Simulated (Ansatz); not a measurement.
**C6H9NO (SMILES C#CCCNC(C)=O): density, localisation and related maps**

The calculation's input:

```
crystal:
  periodic: [false, false, false]
  atoms:
    - {symbol: C, position_ang: [1.046945, 3.689153, 0.331523]}
    - {symbol: C, position_ang: [0.575425, 2.640192, 0.749098]}
    - {symbol: C, position_ang: [0.003421, 1.366599, 1.178693]}
    - {symbol: C, position_ang: [-0.168631, 0.367174, 0.011364]}
    - {symbol: C, position_ang: [-2.311610, 0.453633, -1.206708]}
    - {symbol: C, position_ang: [-3.096054, 1.175944, -2.292513]}
    - {symbol: "N", position_ang: [-1.011473, 0.878783, -1.045247]}
    - {symbol: O, position_ang: [-2.802982, -0.448887, -0.532321]}
    - {symbol: H, position_ang: [1.470544, 4.623236, -0.009521]}
    - {symbol: H, position_ang: [0.649289, 0.907977, 1.959142]}
    - {symbol: H, position_ang: [-0.987361, 1.541241, 1.651592]}
    - {symbol: H, position_ang: [0.829232, 0.095615, -0.393963]}
    - {symbol: H, position_ang: [-0.662779, -0.551782, 0.383459]}
    - {symbol: H, position_ang: [-0.686457, 1.699573, -1.558841]}
    - {symbol: H, position_ang: [-3.520242, 0.421401, -2.983200]}
    - {symbol: H, position_ang: [-3.952967, 1.699475, -1.823370]}
    - {symbol: H, position_ang: [-2.500381, 1.907573, -2.872714]}
basis:
  gaussian:
    orbitals: def2-SVPD
hamiltonian:
  xc: pbe0
output: {forces: true, orbitals: {seedname: orbitals}}
```

Command:

```sh
ansatz run input.yaml --threads 2 --pin off --max-ram 5220MiB --events-out events.jsonl --progress --plain --runs-dir runs
```

Geometry: PBE-D3(BJ)/def2-SVP.

The calculation used isolated molecule in a Gaussian basis; Kohn-Sham density functional theory, functional PBE0 in Ansatz 0.2.0.

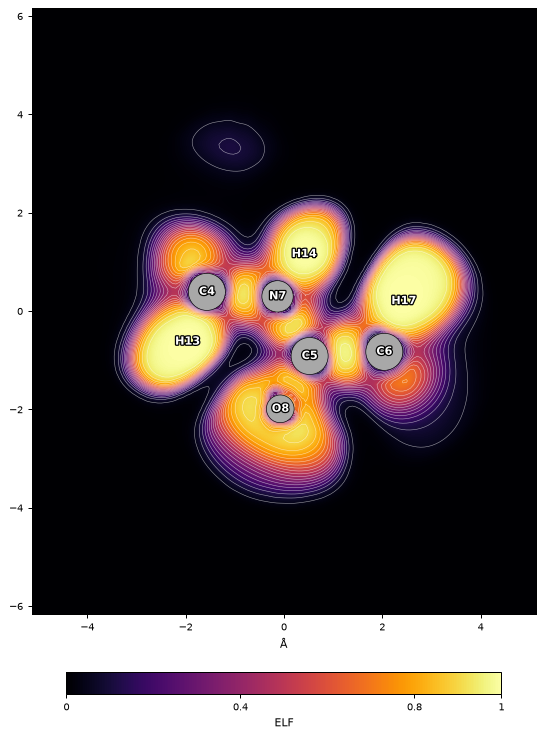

Figure 1. ELF on the plane of atoms N7, C5 and O8. Grey discs cover the atomic cores.

Question: What do the fields say about this system?

Answer:
- The plane passes through C, N, O and H nuclei.
- C–O (1.23 Å): the ELF peaks at about 0.85 between the atoms (a polar covalent bond).
- C–N (1.38 Å): the ELF peaks at about 0.90 between the atoms; localised, covalent bonding.
- N–H (1.02 Å): the ELF climbs to about 1 towards the hydrogen, as it does in any bond to H (a covalent bond by its length).
- C–N (1.45 Å): the ELF peaks at about 0.95 between the atoms (a shared electron pair).
- C–H (1.11 Å): the ELF climbs to about 1 towards the hydrogen (an ordinary covalent bond to hydrogen).
- The ELF also peaks beside O8, away from the bonds: lone-pair regions.

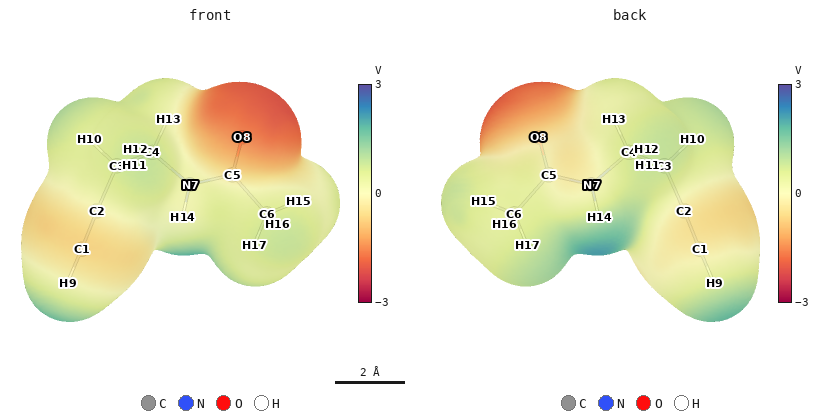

Figure 2. The molecular electrostatic potential painted on the density surface at 0.002 e/bohr³, seen from the front and from behind; red is negative and blue positive.

Question: Describe the electrostatic potential map.

Answer: The most negative region (about −2.1 V, or −48 kcal/mol for a unit charge) lies over O8, the most positive (about +2.0 V, or +46 kcal/mol for a unit charge) over H14. O8 is the likeliest acceptor of a hydrogen bond.

Question: What dipole moment does the calculation give?

Answer: Its dipole moment is 3.16 D.

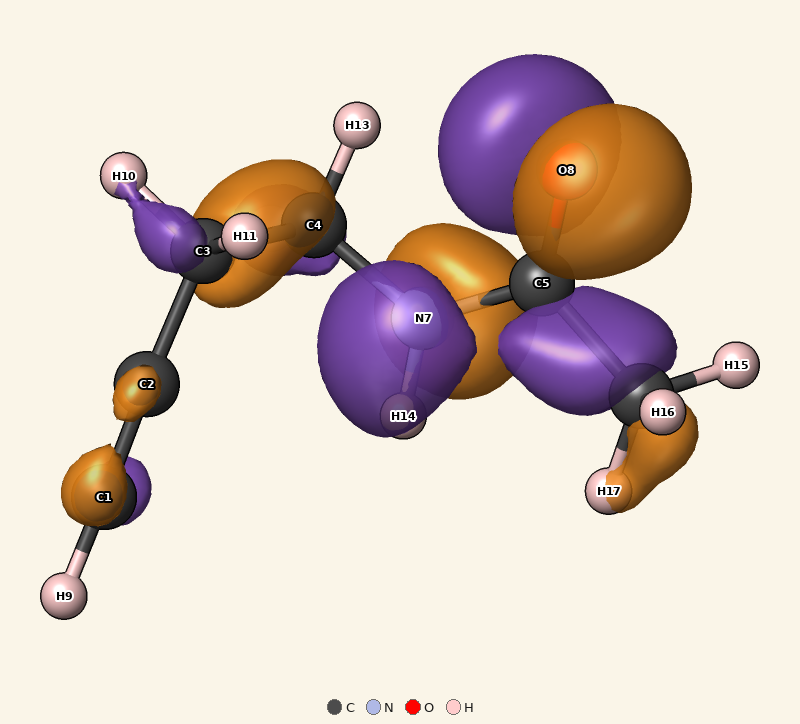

Figure 3. The HOMO−1 at ±0.1 Å⁻³ᐟ² (orange and purple are the two phases), seen across its widest extent.

Question: Where does this orbital lie, and at what energy?

Answer: Its weight (Hirshfeld) is mainly on O8 (about 45 %), N7 (about 25 %) and C5 (about 10 %). Its energy is −7.55 eV.

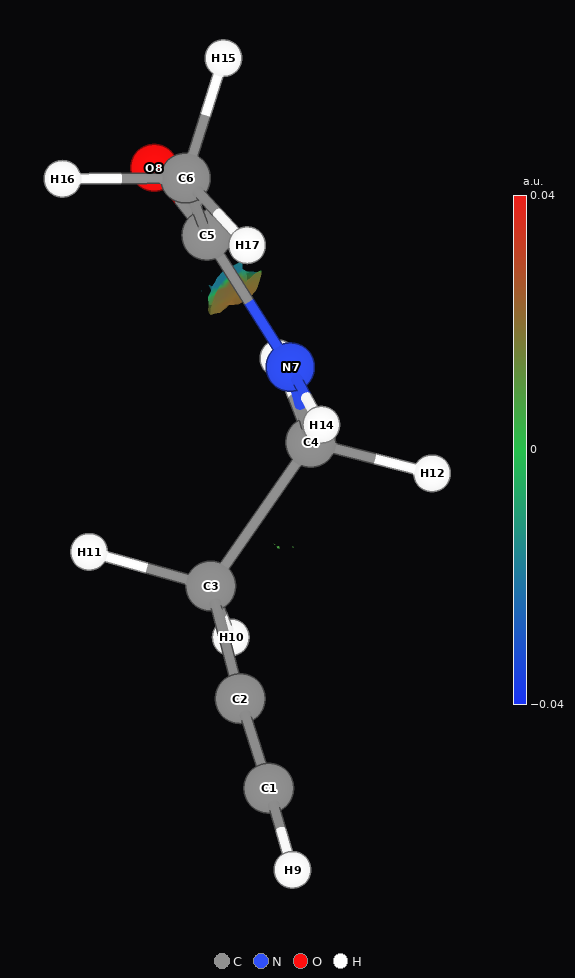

Figure 4. Non-covalent interaction (NCI) plot: the surface where the reduced density gradient is 0.4, for densities under 0.05 a.u., coloured by sign(λ₂)ρ; seen at an oblique angle.

Question: Which non-covalent interactions does the plot reveal?

Answer: Between H13 and C4 on one side and O8 and C5 on the other: a weak contact, attractive (blue-green) on one side and crowded (olive to red) on the other.
